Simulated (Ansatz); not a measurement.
```xyz
4

Br   -2.0930    0.0809   -0.6165
Al    0.0664    0.2009   -0.0168
I     1.2091   -1.8582    0.6803
H     0.8175    1.5764   -0.0469
```

Geometry: PBE0-D4/def2-TZVP; core potentials replace the inner electrons of I.

Method: RKS PBE0-D4/def2-TZVPP (Ansatz 0.2.0).

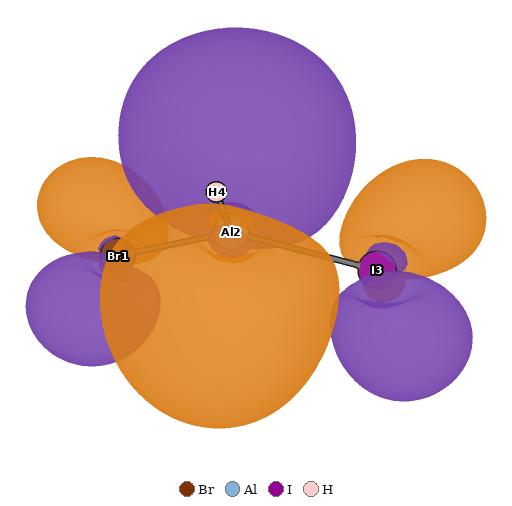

AlBrHI. The LUMO at ±0.05 Å⁻³ᐟ² (orange and purple are the two phases), seen at an oblique angle.

Where does this orbital lie, and at what energy?

Its weight (Hirshfeld) is mainly on Al2 (about 65 %), I3 (about 15 %) and Br1 (about 10 %); it changes sign across the molecular plane (π type). Its energy is −1.79 eV.
